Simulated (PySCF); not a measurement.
# CH2F2: NMR shifts and spin-spin couplings at several levels of theory, part 2 of 2

PySCF 2.14.0. Atoms count from 0. Earlier steps stand in the parts before.

**10. Indirect couplings: LDA/pcJ-1**

What the job is given:

```
{"job": {"kind": "j", "xc": "LDA", "basis": "pcJ-1"}, "charge": 0, "multiplicity": 1}
F     -0.483765     1.083317     0.479497
C     -0.020399    -0.071461    -0.028773
F      1.317957    -0.004250    -0.131174
H     -0.451040    -0.220052    -1.035003
H     -0.287938    -0.897945     0.653557
```

With the program's defaults for keys left out, this is: LDA/pcJ-1 indirect spin-spin coupling, non-relativistic, gas phase.

Standard output:

```text
coarse grid: 4504 points
cycle   1  E = -237.3055183852  dE =  2.437e-01  |g| = 5.706e-01  |ddm| = 1.631e+00
cycle   2  E = -237.1937080515  dE =  1.118e-01  |g| = 1.064e+00  |ddm| = 8.108e-01
cycle   3  E = -237.3514463180  dE = -1.577e-01  |g| = 4.987e-02  |ddm| = 5.190e-01
cycle   4  E = -237.3518215926  dE = -3.753e-04  |g| = 2.384e-02  |ddm| = 4.271e-02
cycle   5  E = -237.3519429268  dE = -1.213e-04  |g| = 5.584e-03  |ddm| = 1.855e-02
cycle   6  E = -237.3519484240  dE = -5.497e-06  |g| = 2.965e-04  |ddm| = 3.697e-03
final grid: 45160 points
cycle   7  E = -237.3571882338  dE = -7.820e-05  |g| = 3.369e-03  |ddm| = 8.302e-03
cycle   8  E = -237.3571863761  dE =  1.858e-06  |g| = 4.198e-03  |ddm| = 3.880e-03
cycle   9  E = -237.3571897195  dE = -3.343e-06  |g| = 1.024e-03  |ddm| = 2.419e-03
cycle  10  E = -237.3571898246  dE = -1.050e-07  |g| = 5.113e-04  |ddm| = 7.077e-04
cycle  11  E = -237.3571898646  dE = -4.002e-08  |g| = 1.638e-05  |ddm| = 3.156e-04
cycle  12  E = -237.3571898646  dE = -4.087e-11  |g| = 8.041e-06  |ddm| = 1.505e-05
converged SCF energy = -237.3571898646

Indirect spin-spin couplings (Hz)
  i      j    bonds     total        FC       PSO       DSO        SD
  0 F    1 C    1   -326.294  -325.276   -13.383     0.765    11.599
  0 F    2 F    2    244.508   -39.083   185.832    -1.151    98.909
  0 F    3 H    2     41.042    43.385     2.104    -1.533    -2.915
  0 F    4 H    2     41.039    43.380     2.106    -1.533    -2.914
  1 C    2 F    1   -326.314  -325.261   -13.409     0.765    11.590
  1 C    3 H    1    140.921   140.129    -0.790     1.194     0.387
  1 C    4 H    1    140.927   140.136    -0.790     1.194     0.387
  2 F    3 H    2     41.033    43.377     2.103    -1.533    -2.914
  2 F    4 H    2     41.032    43.374     2.105    -1.533    -2.913
  3 H    4 H    2      2.195     1.779     2.434    -2.338     0.319
```

It took 2.3 s on 1 thread of Arm Neoverse V1, shared host; peak memory 0.32 GiB.

Key values: J(F0,C1) -326.3 Hz, J(F0,F2) 244.5 Hz, J(C1,H3) 140.9 Hz (means over like pairs).

**11. Spin-spin couplings: PBE/pcJ-1**

Settings changed since step 10:

```diff
@@ -1,2 +1,2 @@
-{"job": {"kind": "j", "xc": "LDA", "basis": "pcJ-1"}, "charge": 0, "multiplicity": 1}
+{"job": {"kind": "j", "xc": "PBE", "basis": "pcJ-1"}, "charge": 0, "multiplicity": 1}
 F     -0.483765     1.083317     0.479497
```

Level: PBE/pcJ-1 indirect spin-spin coupling, non-relativistic, gas phase.

Standard output:

```text
coarse grid: 4504 points
cycle   1  E = -238.6589133492  dE =  2.614e-01  |g| = 6.063e-01  |ddm| = 1.630e+00
cycle   2  E = -238.5355754570  dE =  1.233e-01  |g| = 1.113e+00  |ddm| = 8.500e-01
cycle   3  E = -238.7107733501  dE = -1.752e-01  |g| = 5.063e-02  |ddm| = 5.521e-01
cycle   4  E = -238.7111991205  dE = -4.258e-04  |g| = 2.273e-02  |ddm| = 4.347e-02
cycle   5  E = -238.7113101825  dE = -1.111e-04  |g| = 5.186e-03  |ddm| = 1.804e-02
cycle   6  E = -238.7113148545  dE = -4.672e-06  |g| = 2.865e-04  |ddm| = 3.472e-03
final grid: 45160 points
cycle   7  E = -238.7480164531  dE = -1.374e-04  |g| = 9.487e-03  |ddm| = 1.399e-02
cycle   8  E = -238.7479858529  dE =  3.060e-05  |g| = 1.662e-02  |ddm| = 1.219e-02
cycle   9  E = -238.7480334931  dE = -4.764e-05  |g| = 1.430e-03  |ddm| = 7.338e-03
cycle  10  E = -238.7480338362  dE = -3.431e-07  |g| = 4.221e-04  |ddm| = 1.326e-03
cycle  11  E = -238.7480338634  dE = -2.723e-08  |g| = 3.573e-05  |ddm| = 2.532e-04
cycle  12  E = -238.7480338636  dE = -1.705e-10  |g| = 3.120e-06  |ddm| = 2.064e-05
converged SCF energy = -238.7480338636

Indirect spin-spin couplings (Hz)
  i      j    bonds     total        FC       PSO       DSO        SD
  0 F    1 C    1   -337.643  -334.790   -15.297     0.767    11.676
  0 F    2 F    2    261.125    -5.986   166.470    -1.148   101.789
  0 F    3 H    2     51.562    54.392     1.932    -1.533    -3.229
  0 F    4 H    2     51.586    54.416     1.933    -1.533    -3.230
  1 C    2 F    1   -337.607  -334.718   -15.323     0.767    11.666
  1 C    3 H    1    167.904   167.132    -0.791     1.189     0.374
  1 C    4 H    1    167.907   167.135    -0.791     1.189     0.374
  2 F    3 H    2     51.587    54.419     1.930    -1.533    -3.230
  2 F    4 H    2     51.582    54.412     1.932    -1.533    -3.229
  3 H    4 H    2      2.712     2.275     2.439    -2.346     0.344
```

It took 3.4 s on 1 thread of Arm Neoverse V1, shared host; peak memory 0.32 GiB.

In short: J(F0,C1) -337.6 Hz, J(F0,F2) 261.1 Hz, J(C1,H3) 167.9 Hz (means over like pairs).

**12. Indirect couplings: KT2/pcJ-1**

Settings changed since step 11:

```diff
@@ -1,2 +1,2 @@
-{"job": {"kind": "j", "xc": "PBE", "basis": "pcJ-1"}, "charge": 0, "multiplicity": 1}
+{"job": {"kind": "j", "xc": "KT2", "basis": "pcJ-1"}, "charge": 0, "multiplicity": 1}
 F     -0.483765     1.083317     0.479497
```

Method: KT2/pcJ-1 indirect spin-spin coupling, non-relativistic, gas phase.

Standard output:

```text
coarse grid: 4504 points
cycle   1  E = -242.0441296676  dE =  2.960e-01  |g| = 8.214e-01  |ddm| = 1.603e+00
cycle   2  E = -241.8271069681  dE =  2.170e-01  |g| = 1.459e+00  |ddm| = 1.133e+00
cycle   3  E = -242.1360875924  dE = -3.090e-01  |g| = 6.183e-02  |ddm| = 7.838e-01
cycle   4  E = -242.1367704022  dE = -6.828e-04  |g| = 2.598e-02  |ddm| = 5.085e-02
cycle   5  E = -242.1369194424  dE = -1.490e-04  |g| = 5.841e-03  |ddm| = 2.108e-02
cycle   6  E = -242.1369254235  dE = -5.981e-06  |g| = 5.396e-04  |ddm| = 4.009e-03
final grid: 45160 points
cycle   7  E = -242.2224360930  dE = -4.124e-04  |g| = 3.738e-02  |ddm| = 2.662e-02
cycle   8  E = -242.2220453385  dE =  3.908e-04  |g| = 6.343e-02  |ddm| = 4.255e-02
cycle   9  E = -242.2226225726  dE = -5.772e-04  |g| = 1.401e-03  |ddm| = 2.827e-02
cycle  10  E = -242.2226229070  dE = -3.343e-07  |g| = 3.584e-04  |ddm| = 9.590e-04
cycle  11  E = -242.2226229322  dE = -2.522e-08  |g| = 9.254e-05  |ddm| = 2.590e-04
cycle  12  E = -242.2226229338  dE = -1.656e-09  |g| = 2.758e-05  |ddm| = 8.383e-05
cycle  13  E = -242.2226229339  dE = -9.425e-11  |g| = 1.066e-05  |ddm| = 1.739e-05
converged SCF energy = -242.2226229339

Indirect spin-spin couplings (Hz)
  i      j    bonds     total        FC       PSO       DSO        SD
  0 F    1 C    1   -337.809  -336.002   -14.645     0.768    12.069
  0 F    2 F    2    232.779   -44.757   157.155    -1.152   121.533
  0 F    3 H    2     54.040    57.580     1.745    -1.549    -3.737
  0 F    4 H    2     54.040    57.578     1.747    -1.548    -3.736
  1 C    2 F    1   -337.841  -335.999   -14.669     0.768    12.058
  1 C    3 H    1    180.472   179.803    -0.794     1.172     0.291
  1 C    4 H    1    180.481   179.812    -0.794     1.171     0.291
  2 F    3 H    2     54.035    57.575     1.744    -1.548    -3.736
  2 F    4 H    2     54.035    57.573     1.746    -1.548    -3.735
  3 H    4 H    2      2.812     2.365     2.460    -2.375     0.363
```

Wall time 3.6 s (1 thread of Arm Neoverse V1, shared host); peak memory 0.32 GiB.

Key values: J(F0,C1) -337.8 Hz, J(F0,F2) 232.8 Hz, J(C1,H3) 180.5 Hz (means over like pairs).

**13. Indirect couplings: PBE0/pcJ-1**

Settings changed since step 12:

```diff
@@ -1,2 +1,2 @@
-{"job": {"kind": "j", "xc": "KT2", "basis": "pcJ-1"}, "charge": 0, "multiplicity": 1}
+{"job": {"kind": "j", "xc": "PBE0", "basis": "pcJ-1"}, "charge": 0, "multiplicity": 1}
 F     -0.483765     1.083317     0.479497
```

With the program's defaults for keys left out, this is: PBE0/pcJ-1 indirect spin-spin coupling, non-relativistic, gas phase.

Standard output:

```text
coarse grid: 4504 points
cycle   1  E = -238.6636984613  dE =  2.687e-01  |g| = 6.161e-01  |ddm| = 1.598e+00
cycle   2  E = -238.6115797935  dE =  5.212e-02  |g| = 8.768e-01  |ddm| = 6.486e-01
cycle   3  E = -238.7217292573  dE = -1.101e-01  |g| = 2.448e-02  |ddm| = 3.764e-01
cycle   4  E = -238.7218023981  dE = -7.314e-05  |g| = 5.388e-03  |ddm| = 1.197e-02
cycle   5  E = -238.7218056113  dE = -3.213e-06  |g| = 1.701e-03  |ddm| = 3.383e-03
final grid: 45160 points
cycle   6  E = -238.7489359104  dE = -8.351e-05  |g| = 5.873e-03  |ddm| = 1.090e-02
cycle   7  E = -238.7489343210  dE =  1.589e-06  |g| = 6.858e-03  |ddm| = 6.527e-03
cycle   8  E = -238.7489429967  dE = -8.676e-06  |g| = 9.081e-04  |ddm| = 3.270e-03
cycle   9  E = -238.7489431028  dE = -1.061e-07  |g| = 2.263e-04  |ddm| = 5.829e-04
cycle  10  E = -238.7489431095  dE = -6.749e-09  |g| = 1.293e-05  |ddm| = 1.057e-04
cycle  11  E = -238.7489431095  dE = -1.614e-11  |g| = 5.406e-06  |ddm| = 6.946e-06
converged SCF energy = -238.7489431095

Indirect spin-spin couplings (Hz)
  i      j    bonds     total        FC       PSO       DSO        SD
  0 F    1 C    1   -301.479  -303.030   -11.621     0.767    12.406
  0 F    2 F    2    316.546    57.488   162.376    -1.147    97.829
  0 F    3 H    2     54.749    57.326     2.434    -1.543    -3.467
  0 F    4 H    2     54.772    57.349     2.435    -1.543    -3.468
  1 C    2 F    1   -301.448  -302.963   -11.647     0.767    12.395
  1 C    3 H    1    174.476   173.808    -0.772     1.171     0.270
  1 C    4 H    1    174.483   173.815    -0.772     1.171     0.269
  2 F    3 H    2     54.770    57.349     2.432    -1.543    -3.468
  2 F    4 H    2     54.768    57.344     2.434    -1.543    -3.467
  3 H    4 H    2      0.652     0.194     2.460    -2.376     0.373
```

It took 3.3 s on 1 thread of Arm Neoverse V1, shared host; peak memory 0.35 GiB.

In short: J(F0,F2) 316.5 Hz, J(F0,C1) -301.5 Hz, J(C1,H3) 174.5 Hz (means over like pairs).

**14. J couplings: B97-2/pcJ-1**

Settings changed since step 13:

```diff
@@ -1,2 +1,2 @@
-{"job": {"kind": "j", "xc": "PBE0", "basis": "pcJ-1"}, "charge": 0, "multiplicity": 1}
+{"job": {"kind": "j", "xc": "B97-2", "basis": "pcJ-1"}, "charge": 0, "multiplicity": 1}
 F     -0.483765     1.083317     0.479497
```

Method: B97-2/pcJ-1 indirect spin-spin coupling, non-relativistic, gas phase.

Standard output:

```text
coarse grid: 4504 points
cycle   1  E = -238.8276494838  dE =  2.699e-01  |g| = 6.603e-01  |ddm| = 1.600e+00
cycle   2  E = -238.7594768274  dE =  6.817e-02  |g| = 9.668e-01  |ddm| = 7.117e-01
cycle   3  E = -238.8929011997  dE = -1.334e-01  |g| = 2.328e-02  |ddm| = 4.227e-01
cycle   4  E = -238.8929740341  dE = -7.283e-05  |g| = 4.789e-03  |ddm| = 1.208e-02
cycle   5  E = -238.8929771220  dE = -3.088e-06  |g| = 2.644e-04  |ddm| = 2.286e-03
final grid: 45160 points
cycle   6  E = -238.9139290080  dE = -8.042e-05  |g| = 1.146e-02  |ddm| = 1.191e-02
cycle   7  E = -238.9139170170  dE =  1.199e-05  |g| = 1.456e-02  |ddm| = 1.062e-02
cycle   8  E = -238.9139441396  dE = -2.712e-05  |g| = 9.040e-04  |ddm| = 6.304e-03
cycle   9  E = -238.9139442858  dE = -1.462e-07  |g| = 2.322e-04  |ddm| = 5.672e-04
cycle  10  E = -238.9139442969  dE = -1.107e-08  |g| = 1.390e-05  |ddm| = 1.511e-04
cycle  11  E = -238.9139442969  dE = -2.620e-11  |g| = 7.284e-06  |ddm| = 1.037e-05
converged SCF energy = -238.9139442969

Indirect spin-spin couplings (Hz)
  i      j    bonds     total        FC       PSO       DSO        SD
  0 F    1 C    1   -294.994  -295.121   -12.386     0.766    11.747
  0 F    2 F    2    281.458    32.786   156.051    -1.148    93.768
  0 F    3 H    2     48.948    51.296     2.352    -1.546    -3.155
  0 F    4 H    2     48.935    51.281     2.354    -1.545    -3.154
  1 C    2 F    1   -295.030  -295.122   -12.411     0.766    11.737
  1 C    3 H    1    168.181   167.436    -0.785     1.169     0.360
  1 C    4 H    1    168.190   167.446    -0.785     1.169     0.360
  2 F    3 H    2     48.916    51.264     2.351    -1.545    -3.154
  2 F    4 H    2     48.934    51.279     2.353    -1.545    -3.152
  3 H    4 H    2      1.061     0.642     2.463    -2.381     0.337
```

Run time: 3.2 s. Hardware: 1 thread of Arm Neoverse V1, shared host; peak memory 0.35 GiB.

Key values: J(F0,C1) -295.0 Hz, J(F0,F2) 281.5 Hz, J(C1,H3) 168.2 Hz (means over like pairs).

**15. Comparing the runs: NMR shifts**

Shifts (ppm), means over like atoms, with basis size and wall time:

| run | C1 | H3 | F0 | functions | time |
| --- | --- | --- | --- | --- | --- |
| PBE0/cc-pVDZ | 105.3 | 5.43 | -140.8 | 52 | 1.9 s |
| PBE0/cc-pVTZ | 111.3 | 5.54 | -150.1 | 118 | 3.8 s |
| PBE0/aug-cc-pVDZ | 105.6 | 5.79 | -148.2 | 87 | 2.8 s |
| PBE0/IGLO-III | 113.3 | 5.72 | -156.9 | 125 | 3.8 s |
| PBE0/pcSseg-0 | 119.6 | 6.36 | -165.7 | 31 | 1.3 s |
| PBE0/pcSseg-3 | 114.3 | 5.66 | -157.8 | 282 | 16 s |

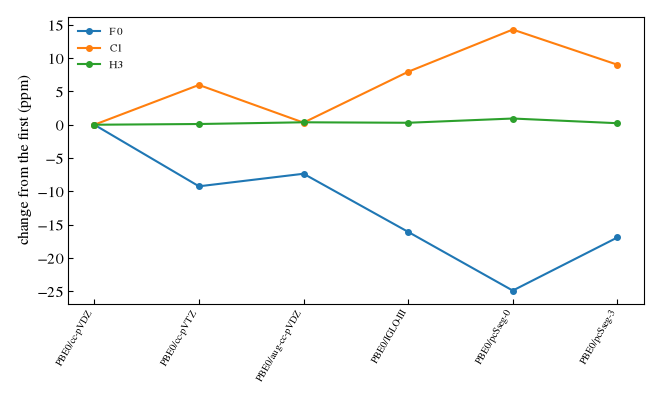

How the tabulated atoms move from run to run.

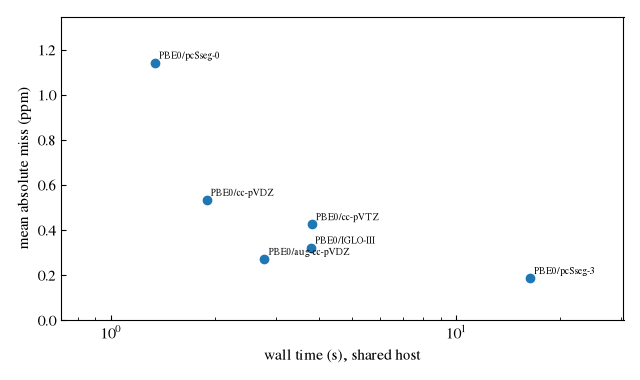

Cost against miss for the one measured 1H shielding.

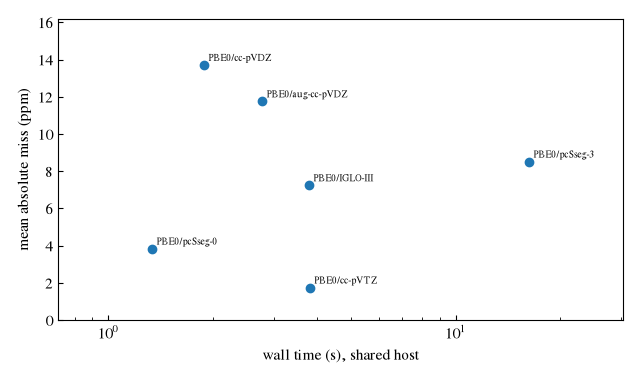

Cost against miss for the one measured 13C shielding.

**16. Comparing the runs: spin-spin couplings**

Couplings (Hz), each a mean over the pairs like the one named, with basis size and wall time:

| run | F0–F2 | C1–H3 | F0–C1 | F0–H3 | H3–H4 | functions | time |
| --- | --- | --- | --- | --- | --- | --- | --- |
| HF/pcJ-1 | 464.0 | 221.9 | -179.3 | 67.2 | -8.7 | 101 | 1.4 s |
| LDA/pcJ-1 | 244.5 | 140.9 | -326.3 | 41.0 | 2.2 | 101 | 2.3 s |
| PBE/pcJ-1 | 261.1 | 167.9 | -337.6 | 51.6 | 2.7 | 101 | 3.4 s |
| KT2/pcJ-1 | 232.8 | 180.5 | -337.8 | 54.0 | 2.8 | 101 | 3.6 s |
| PBE0/pcJ-1 | 316.5 | 174.5 | -301.5 | 54.8 | 0.7 | 101 | 3.3 s |
| B97-2/pcJ-1 | 281.5 | 168.2 | -295.0 | 48.9 | 1.1 | 101 | 3.2 s |
| measured size | – | 184.5 | 234.6 | 50.2 | – | – | – |

Measured: liquid or solution (compiled); San Fabian, Garcia de la Vega, Suardiaz et al., Magn. Reson. Chem. 2013, 51, 775 (SI); gas, zero-density limit; Jackowski, Slowinski, Molecules 2023, 28, 1499.

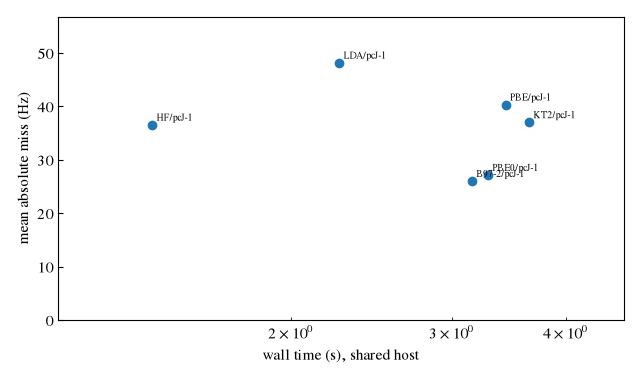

Cost against miss for the 3 measured couplings.

**17. Outcome**

This closing draws on all 2 parts.

| quantity | value |
| --- | --- |
| point group | C2v |
| rotational constants (main isotopes) | 50.25, 10.69, 9.36 GHz |
| 13C shifts against TMS (PBE0/cc-pVDZ) | 105.3 ppm |
| 1H shifts against TMS (PBE0/cc-pVDZ, means over atoms taken as alike) | 5.43 ppm |
| 19F shifts against CFCl3 (PBE0/cc-pVDZ, means over atoms taken as alike) | -140.8 ppm |
| measured, and computed on the same scale | H3 σ 25.33, 25.86; C1 σ 77.7, 91.4; F0 σ 338.9, 341.8 ppm |
| largest coupling of the table (HF/pcJ-1) | 2J(F,F) F0–F2, 464.0 Hz |
| range of the shift of F0 | -165.7 to -140.8 ppm |
| range of J(F0,F2), mean over like pairs | 232.8 to 464.0 Hz |

**Reading.** Single values in the summary come from the first run of each kind that ended normally (PBE0/cc-pVDZ; HF/pcJ-1), which need not be the best level. Relaxing lowered the energy by 0.179 eV in 7 steps; the close pair that moved most is C1–F2, from 1.316 to 1.344 Å. The one measured 1H shielding is missed by +0.53 ppm (computed less measured, unscaled). The one measured 13C shielding is missed by +13.7 ppm (computed less measured, unscaled). Vibration and temperature are missing from the calculation, so part of the miss against the measured shifts is not the functional's. The 3 measured couplings differ from the computed sizes by 36.6 Hz on average; vibrational averaging and surroundings are not included. For the 3 measured couplings, B97-2/pcJ-1 misses least (26.0 Hz, 3.2 s) and LDA/pcJ-1 most (48.2 Hz, 2.3 s); the quickest, HF/pcJ-1, misses by 36.6 Hz in 1.4 s. One molecule ranks no method: errors cancel, and vibration and temperature are missing from all runs.
